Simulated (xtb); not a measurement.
# Frequency calculation, with input and output: C2H3F3O

System: C2H3F3O.
Method: GFN2-xTB (xtb 6.7.1 later snapshot).

The geometry was optimised with GFN2-xTB.

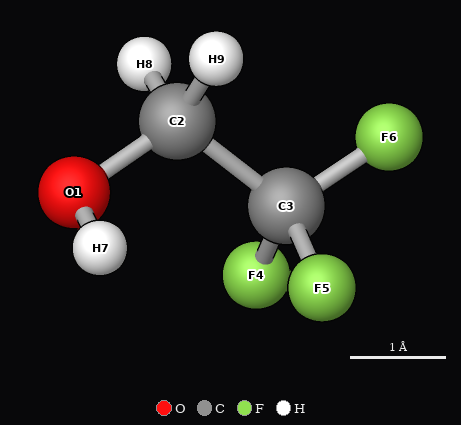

Figure 1. The structure as given in the input (ball-and-stick view, seen at a tilt; atoms are numbered from 1 in the order of the input).

The input (struc.xyz):
```
9

O      0.30059200    -1.50785600    -0.50690200
C      0.13395000    -0.53847800     0.47728100
C     -0.34600100     0.79377200    -0.10618100
F     -1.55821000     0.72130300    -0.65835700
F      0.49254000     1.22572200    -1.06570500
F     -0.39300000     1.75171800     0.82945100
H      0.93698700    -1.20582100    -1.16820600
H     -0.62859200    -0.90741400     1.16737200
H      1.06172500    -0.33295700     1.03124700
```

File xcontrol:
```
$hess
   step=0.02
$end
```

Machine: 1 thread of Arm Neoverse V1, 24 GiB of memory available, shared host.

Run as:
```bash
xtb struc.xyz --gfn 2 --hess -I xcontrol > out.txt 2> xtb.err
```

The program's output:
```
* xtb version 6.7.1
   ID    Z sym.   atoms
    1    8 O      1
    2    6 C      2, 3
    3    9 F      4-6
    4    1 H      7-9

           -------------------------------------------------
          |                Calculation Setup                |
           -------------------------------------------------

          program call               : xtb struc.xyz --gfn 2 --hess -I xcontrol
          coordinate file            : struc.xyz
          omp threads                :                     1

           -------------------------------------------------
          |                 G F N 2 - x T B                 |
           -------------------------------------------------

      * Hamiltonian:
        H0-scaling (s, p, d)           1.850000    2.230000    2.230000
        zeta-weighting                 0.500000
      * Dispersion:
        s8                             2.700000
        a1                             0.520000
        a2                             5.000000
        s9                             5.000000
      * Repulsion:
        kExp                           1.500000    1.000000
        rExp                           1.000000
      * Coulomb:
        alpha                          2.000000
        third order                    shell-resolved
        anisotropic                    true
        a3                             3.000000
        a5                             4.000000
        cn-shift                       1.200000
        cn-exp                         4.000000
        max-rad                        5.000000

          ...................................................
          :                      SETUP                      :
          :.................................................:
          :  # basis functions                  27          :
          :  # atomic orbitals                  27          :
          :  # shells                           15          :
          :  # electrons                        38          :
          :  max. iterations                   250          :
          :  Hamiltonian                  GFN2-xTB          :
          :  restarted?                      false          :
          :  GBSA solvation                  false          :
          :  PC potential                    false          :
          :  electronic temp.          300.0000000     K    :
          :  accuracy                    1.0000000          :
          :  -> integral cutoff          0.2500000E+02      :
          :  -> integral neglect         0.1000000E-07      :
          :  -> SCF convergence          0.1000000E-05 Eh   :
          :  -> wf. convergence          0.1000000E-03 e    :
          :  Broyden damping             0.4000000          :
          :  net charge                          0          :
          :  unpaired electrons                  0          :
          ...................................................

 iter      E             dE          RMSdq      gap      omega  full diag
   1    -24.1139964 -0.241140E+02  0.501E+00   12.47       0.0  T
   2    -24.1710986 -0.571022E-01  0.272E+00   12.03       1.0  T
   3    -24.1730529 -0.195431E-02  0.131E+00   12.09       1.0  T
   4    -24.1738609 -0.808038E-03  0.153E-01   12.03       1.0  T
   5    -24.1738926 -0.316576E-04  0.610E-02   12.06       1.0  T
   6    -24.1738951 -0.249396E-05  0.202E-02   12.07       1.7  T
   7    -24.1738953 -0.211097E-06  0.369E-03   12.07       9.0  T
   8    -24.1738953 -0.282243E-07  0.133E-03   12.07      25.1  T
   9    -24.1738953 -0.167352E-08  0.304E-04   12.07     109.7  T
  10    -24.1738953 -0.126693E-09  0.606E-05   12.07     549.9  T

   *** convergence criteria satisfied after 10 iterations ***

         #    Occupation            Energy/Eh            Energy/eV
      -------------------------------------------------------------
         1        2.0000           -0.8951453             -24.3581
       ...           ...                  ...                  ...
        13        2.0000           -0.5598081             -15.2332
        14        2.0000           -0.5503491             -14.9758
        15        2.0000           -0.5488086             -14.9338
        16        2.0000           -0.5467742             -14.8785
        17        2.0000           -0.5431054             -14.7787
        18        2.0000           -0.5019394             -13.6585
        19        2.0000           -0.4623824             -12.5821 (HOMO)
        20                         -0.0187936              -0.5114 (LUMO)
        21                          0.0210701               0.5733
        22                          0.0286624               0.7799
        23                          0.0800859               2.1792
        24                          0.1194855               3.2514
       ...                                ...                  ...
        27                          0.2243419               6.1047
      -------------------------------------------------------------
                  HL-Gap            0.4435889 Eh           12.0707 eV
             Fermi-level           -0.2405880 Eh           -6.5467 eV

 SCC (total)                   0 d,  0 h,  0 min,  0.004 sec
 SCC setup                      ...        0 min,  0.000 sec (  1.708%)
 Dispersion                     ...        0 min,  0.000 sec (  0.840%)
 classical contributions        ...        0 min,  0.000 sec (  0.193%)
 integral evaluation            ...        0 min,  0.001 sec ( 12.075%)
 iterations                     ...        0 min,  0.002 sec ( 56.854%)
 molecular gradient             ...        0 min,  0.001 sec ( 24.790%)
 printout                       ...        0 min,  0.000 sec (  3.157%)

         :::::::::::::::::::::::::::::::::::::::::::::::::::::
         ::                     SUMMARY                     ::
         :::::::::::::::::::::::::::::::::::::::::::::::::::::
         :: total energy             -24.072307397714 Eh    ::
         :: gradient norm              0.000046138773 Eh/a0 ::
         :: HOMO-LUMO gap             12.070667809301 eV    ::
         ::.................................................::
         :: SCC energy               -24.173894213576 Eh    ::
         :: -> isotropic ES            0.062261139800 Eh    ::
         :: -> anisotropic ES          0.003189830945 Eh    ::
         :: -> anisotropic XC         -0.020610189884 Eh    ::
         :: -> dispersion             -0.003777537728 Eh    ::
         :: repulsion energy           0.101586815862 Eh    ::
         :: add. restraining           0.000000000000 Eh    ::
         :: total charge               0.000000000000 e     ::
         :::::::::::::::::::::::::::::::::::::::::::::::::::::

           -------------------------------------------------
          |                Numerical Hessian                |
           -------------------------------------------------
step length          :   0.02000
SCC accuracy         :   0.30000
Hessian scale factor :   1.00000
frozen atoms in %    :   0.00000    0
RMS gradient         :   0.00005
estimated CPU  time      0.00 min

writing file <hessian>, containing the non-mass-weighted Hessian matrix in atomic units (Eₕ/Bohr²).

 projected vibrational frequencies (cm⁻¹)
eigval :       -0.00    -0.00     0.00     0.00     0.00     0.00
eigval :       75.09   194.04   299.18   372.31   399.57   471.98
eigval :      492.64   599.20   797.50   913.34  1058.59  1087.29
eigval :     1119.45  1168.86  1187.30  1293.36  1331.00  1433.18
eigval :     2896.66  3001.19  3506.66
           -------------------------------------------------
          |                Property Printout                |
           -------------------------------------------------

    * Orbital Energies and Occupations

         #    Occupation            Energy/Eh            Energy/eV
      -------------------------------------------------------------
         1        2.0000           -0.8951446             -24.3581
       ...           ...                  ...                  ...
         7        2.0000           -0.6418424             -17.4654
         8        2.0000           -0.6386975             -17.3798
         9        2.0000           -0.6364908             -17.3198
        10        2.0000           -0.5974120             -16.2564
        11        2.0000           -0.5727664             -15.5858
        12        2.0000           -0.5613641             -15.2755
        13        2.0000           -0.5598075             -15.2331
        14        2.0000           -0.5503481             -14.9757
        15        2.0000           -0.5488079             -14.9338
        16        2.0000           -0.5467736             -14.8785
        17        2.0000           -0.5431053             -14.7786
        18        2.0000           -0.5019396             -13.6585
        19        2.0000           -0.4623829             -12.5821 (HOMO)
        20                         -0.0187935              -0.5114 (LUMO)
        21                          0.0210703               0.5734
        22                          0.0286626               0.7800
        23                          0.0800859               2.1792
        24                          0.1194858               3.2514
        25                          0.1252815               3.4091
        26                          0.1585622               4.3147
        27                          0.2243418               6.1047
      -------------------------------------------------------------
                  HL-Gap            0.4435894 Eh           12.0707 eV
             Fermi-level           -0.2405882 Eh           -6.5467 eV

     #   Z          covCN         q      C6AA      α(0)
     1   8          1.656    -0.405    20.952     6.179
     2   6          3.676     0.058    19.828     6.380
     3   6          3.327     0.473    17.589     6.663
     4   9          0.790    -0.189    11.126     3.940
     5   9          0.790    -0.206    11.297     3.970
     6   9          0.790    -0.203    11.267     3.965
     7   1          0.805     0.314     0.681     1.297
     8   1          0.924     0.096     1.825     2.113
     9   1          0.923     0.064     2.156     2.296

 Mol. C6AA /au·bohr⁶  :        715.313558
 Mol. C8AA /au·bohr⁸  :      14538.357243
 Mol. α(0) /au        :         36.802251

Wiberg/Mayer (AO) data.
largest (>0.10) Wiberg bond orders for each atom

 ---------------------------------------------------------------------------
     #   Z sym  total        # sym  WBO       # sym  WBO       # sym  WBO
 ---------------------------------------------------------------------------
     1   8      1.984 --     2      1.032     7      0.886
     2   6      3.959 --     1      1.032     8      0.962     9      0.960
                             3      0.937
     3   6      3.832 --     4      0.964     6      0.951     5      0.945
                             2      0.937
     4   9      1.090 --     3      0.964
     5   9      1.071 --     3      0.945
     6   9      1.074 --     3      0.951
     7   1      0.902 --     1      0.886
     8   1      0.991 --     2      0.962
     9   1      0.996 --     2      0.960
 ---------------------------------------------------------------------------

Topologies differ in total number of bonds
Writing topology from bond orders to xtbtopo.mol

molecular dipole:
                 x           y           z       tot (Debye)
 q only:        0.561      -0.520       0.320
   full:        0.712      -0.392       0.330       2.231
molecular quadrupole (traceless):
                xx          xy          yy          xz          yz          zz
 q only:        1.323      -0.238      -3.824      -1.505       0.097       2.501
  q+dip:        2.418      -0.423      -5.133      -1.717      -1.106       2.714
   full:        2.157      -0.401      -5.134      -1.953      -0.582       2.977

           -------------------------------------------------
          |               Frequency Printout                |
Molecule has no symmetry elements
It seems to be the C1 point group
           -------------------------------------------------
 projected vibrational frequencies (cm⁻¹)
eigval :       -0.00    -0.00     0.00     0.00     0.00     0.00
eigval :       75.09   194.04   299.18   372.31   399.57   471.98
eigval :      492.64   599.20   797.50   913.34  1058.59  1087.29
eigval :     1119.45  1168.86  1187.30  1293.36  1331.00  1433.18
eigval :     2896.66  3001.19  3506.66
 reduced masses (amu)
    1:      8.77    2:     10.60    3:     14.37    4:      9.27    5:     10.85    6:      7.55
    7:      3.44    8:      7.24    9:      2.41   10:      2.40   11:      2.70   12:      6.67
   13:     10.52   14:      9.19   15:      6.82   16:      1.91   17:      2.54   18:      5.48
   19:      6.03   20:      2.28   21:      2.79   22:      1.24   23:      1.33   24:      1.08
   25:      1.07   26:      1.07   27:      1.07
 IR intensities (km·mol⁻¹)
    1:      0.71    2:      0.06    3:      0.56    4:      0.83    5:      0.21    6:      0.64
    7:      4.20    8:      5.76    9:     40.41   10:     78.69   11:     82.36   12:      7.03
   13:     25.63   14:     42.41   15:     17.11   16:     48.94   17:    137.89   18:    369.21
   19:    102.52   20:     89.52   21:    150.70   22:     49.39   23:     46.60   24:      4.10
   25:     28.23   26:      2.76   27:     25.85
 Raman intensities (Ä⁴*amu⁻¹)
    1:      0.00    2:      0.00    3:      0.00    4:      0.00    5:      0.00    6:      0.00
    7:      0.00    8:      0.00    9:      0.00   10:      0.00   11:      0.00   12:      0.00
   13:      0.00   14:      0.00   15:      0.00   16:      0.00   17:      0.00   18:      0.00
   19:      0.00   20:      0.00   21:      0.00   22:      0.00   23:      0.00   24:      0.00
   25:      0.00   26:      0.00   27:      0.00
 output can be read by thermo (or use thermo option).
 writing <g98.out> molden fake output.
 recommended (thermochemical) frequency scaling factor: 1.0
           -------------------------------------------------
          |             Thermodynamic Functions             |
           -------------------------------------------------

c1  symmetry found (for desy threshold:  0.10E+00) used in thermo

          ...................................................
          :                      SETUP                      :
          :.................................................:
          :  # frequencies                          21      :
          :  # imaginary freq.                       0      :
          :  linear?                             false      :
          :  only rotor calc.                    false      :
          :  symmetry                               c1      :
          :  rotational number                       1      :
          :  scaling factor                  1.0000000      :
          :  rotor cutoff                   50.0000000 cm⁻¹ :
          :  imag. cutoff                  -20.0000000 cm⁻¹ :
          :.................................................:

    mode    ω/cm⁻¹     T·S(HO)/kcal·mol⁻¹    T·S(FR)/kcal·mol⁻¹   T·S(vib)
   ------------------------------------------------------------------------
       1     75.09    -1.19715 ( 83.57%)    -0.93564 ( 16.43%)    -1.15419
       2    194.04    -0.65262 ( 99.56%)    -0.65467 (  0.44%)    -0.65263
       3    299.18    -0.42381 ( 99.92%)    -0.52645 (  0.08%)    -0.42389
   ------------------------------------------------------------------------

   temp. (K)  partition function   enthalpy   heat capacity  entropy
                                   cal/mol     cal/K/mol   cal/K/mol   J/K/mol
 298.15  VIB   13.7                 2090.265     14.765     12.074
         ROT  0.134E+06              888.727      2.981     26.443
         INT  0.184E+07             2978.993     17.746     38.516
         TR   0.306E+26             1481.212      4.968     39.719
         TOT                        4460.2050    22.7140    78.2356   327.3379

       T/K    H(0)-H(T)+PV         H(T)/Eh          T*S/Eh         G(T)/Eh
   ------------------------------------------------------------------------
    298.15    0.710779E-02    0.610967E-01    0.371723E-01    0.239245E-01
   ------------------------------------------------------------------------

         :::::::::::::::::::::::::::::::::::::::::::::::::::::
         ::                  THERMODYNAMIC                  ::
         :::::::::::::::::::::::::::::::::::::::::::::::::::::
         :: total free energy         -24.048382923024 Eh   ::
         ::.................................................::
         :: total energy              -24.072307397718 Eh   ::
         :: zero point energy           0.053988956894 Eh   ::
         :: G(RRHO) w/o ZPVE           -0.030064482200 Eh   ::
         :: G(RRHO) contrib.            0.023924474694 Eh   ::
         :::::::::::::::::::::::::::::::::::::::::::::::::::::

           -------------------------------------------------
          | TOTAL ENERGY              -24.072307397718 Eh   |
          | TOTAL ENTHALPY            -24.011210651693 Eh   |
          | TOTAL FREE ENERGY         -24.048382923024 Eh   |
          | GRADIENT NORM               0.000046622798 Eh/α |
          | HOMO-LUMO GAP              12.070681665366 eV   |
           -------------------------------------------------

------------------------------------------------------------------------
------------------------------------------------------------------------
 total:
 *  cpu-time:     0 d,  0 h,  0 min,  0.178 sec
 * ratio c/w:     1.000 speedup
 SCF:
 *  cpu-time:     0 d,  0 h,  0 min,  0.004 sec
 * ratio c/w:     1.000 speedup
 analytical hessian:
 *  cpu-time:     0 d,  0 h,  0 min,  0.165 sec
 * ratio c/w:     1.000 speedup
```

File vibspectrum:
```
$vibrational spectrum
#  mode     symmetry     wave number   IR intensity    selection rules
#                         cm**(-1)      (km*mol⁻¹)        IR
     1                      -0.00         0.00000          -
     2                      -0.00         0.00000          -
     3                       0.00         0.00000          -
     4                       0.00         0.00000          -
     5                       0.00         0.00000          -
     6                       0.00         0.00000          -
     7        a             75.09         4.20490         YES
     8        a            194.04         5.75880         YES
     9        a            299.18        40.40831         YES
    10        a            372.31        78.68969         YES
    11        a            399.57        82.35782         YES
    12        a            471.98         7.03124         YES
    13        a            492.64        25.63014         YES
    14        a            599.20        42.40510         YES
    15        a            797.50        17.10684         YES
    16        a            913.34        48.93556         YES
    17        a           1058.59       137.88621         YES
    18        a           1087.29       369.21093         YES
    19        a           1119.45       102.51861         YES
    20        a           1168.86        89.52273         YES
    21        a           1187.30       150.69793         YES
    22        a           1293.36        49.39129         YES
    23        a           1331.00        46.60007         YES
    24        a           1433.18         4.09774         YES
    25        a           2896.66        28.22865         YES
    26        a           3001.19         2.76342         YES
    27        a           3506.66        25.85105         YES
$end
```

Standard error:
```
normal termination of xtb
```

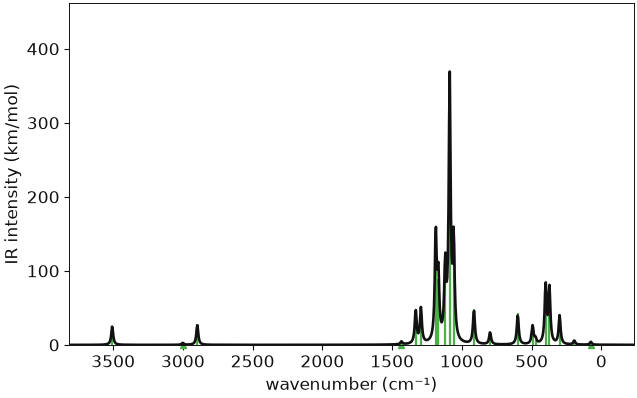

Figure 2. Harmonic infrared spectrum, unscaled: sticks (degenerate modes added up, dark ones marked on the axis) with a Lorentzian envelope of 16 cm⁻¹ full width, scaled to the tallest stick. 21 modes from 75 to 3507 cm⁻¹, none imaginary. The strongest line is at 1087 cm⁻¹ (369 km/mol).

Results in brief:

| quantity | value |
| --- | --- |
| outcome | converged |
| electrons treated | 38 |
| total energy | −24.072307 hartree |
| dispersion energy | −0.003778 hartree |
| basis functions | 27 |
| HOMO | −12.58 eV |
| LUMO | −0.51 eV |
| zero-point energy | 0.053989 hartree |
| dipole moment | 2.23 D |
| wavenumbers, lowest and highest | 75 and 3507 cm⁻¹ |
| peak memory | 0.074 GiB |

Settings chosen away from the usual ones: method = gfn2-xtb; task = frequencies; x = {"hess_step": 0.02}; geo = {"prev": "A"}. These settings are looser than, or depart from, a standard set-up, so the numbers are not reference values for this system.
